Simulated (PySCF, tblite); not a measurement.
# C3H4FO radical: geometry, infrared bands and EPR parameters

Wanted: the infrared bands and EPR parameters of C3H4FO radical (`C[C](F)C=O`), by calculation.

The runs use tblite 0.8.0 and PySCF 2.14.0, with density-fitted response routines of our own; the level of theory stands in each step. All values are computed, except where a source is named. Atoms count from 0, in the outputs and in this text.

## (1) Starting geometry

9 atoms, charge 0, multiplicity 2; geometry from: force field or distance geometry start.

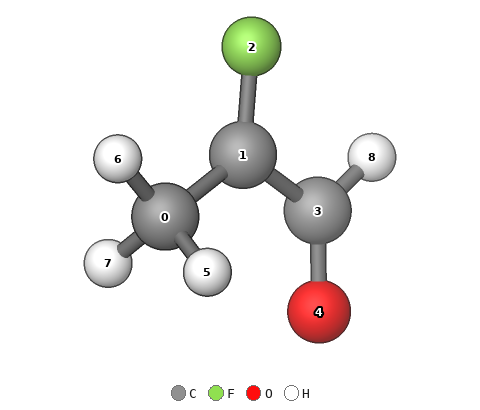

As it starts; carbon grey, fluorine green, oxygen red, hydrogen white, atoms numbered.

## (2) Relaxing the molecule with GFN2-xTB

What the job is given:

```
{"job": {"kind": "relax", "xc": "GFN2-xTB", "basis": "xTB"}, "charge": 0, "multiplicity": 2}
C     -0.903700    -0.030100     0.722100
C     -0.065400     0.341500    -0.438000
F     -0.449700     1.217000    -1.361100
C      1.271900    -0.231100    -0.635700
O      1.762200    -1.055300     0.150800
H     -0.423700     0.225500     1.663100
H     -1.860200     0.518700     0.674200
H     -1.125900    -1.094200     0.723000
H      1.808100     0.114100    -1.523700
```

The run is started by

```
$ OMP_NUM_THREADS=1 python probes_run.py task.json out
```

The driver reads the jobs from task.json and runs them one after another.

**Question.** This job is followed by: GFN2-xTB harmonic vibrations, gas phase; UKS B3LYP, pcH-1 on C F H O, non-relativistic, mean-field spin-orbit, GIAO. What will the session give for the following? strongest single infrared mode (GFN2-xTB); zero-point energy (GFN2-xTB); g(iso) (B3LYP); ⟨S²⟩; largest a(iso) (averaged by class); surface potential, least and greatest.

As calculated:

| quantity | value |
| --- | --- |
| strongest single infrared mode (GFN2-xTB) | 1247 cm⁻¹, 155 km/mol |
| zero-point energy (GFN2-xTB) | 38.6 kcal/mol |
| g(iso) (B3LYP) | 2.00558 |
| ⟨S²⟩ | 0.762 (exact 0.75) |
| largest a(iso) (averaged by class) | 19F on F2, 121.6 MHz |
| surface potential, least and greatest | -1.64 V and 1.13 V |

**Reading.** Over 24 steps the energy fell by 0.105 eV; of the close pairs, C1–C3 changed most, 1.468 to 1.415 Å. The lowest mode is imaginary (119i cm⁻¹), so the xTB geometry is not a minimum. The strongest single mode, at 1247 cm⁻¹, moves mainly C1. GFN2-xTB is a fitted tight-binding method: band positions and strengths are rough. Its intensities can rank the bands wrongly. The largest share of the spin, 0.66 e, sits on C1. The isotropic g lies 3.3 ppt above the free-electron value.
